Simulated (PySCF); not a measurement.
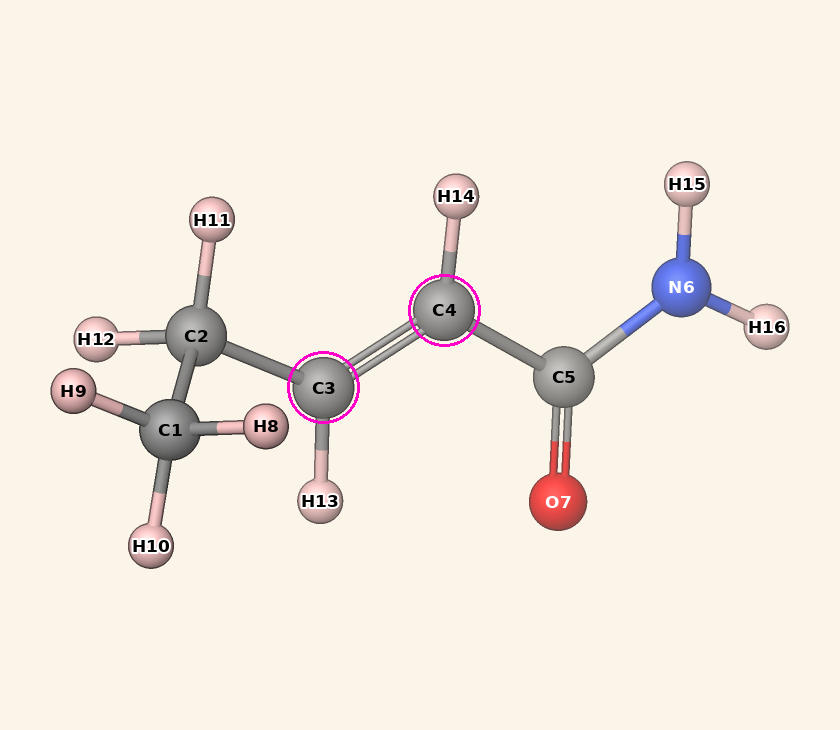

Atoms fade into the background with distance from the viewer. Circles mark the stereogenic atoms. The geometry was computed by an optimisation with PBE0-D3(BJ)/def2-SVP. No frequency run is at hand to confirm it as a minimum.

### What are the Cahn–Ingold–Prelog descriptors?

C3=C4: E.

### Write the isomeric SMILES.

CC/C=C/C(N)=O
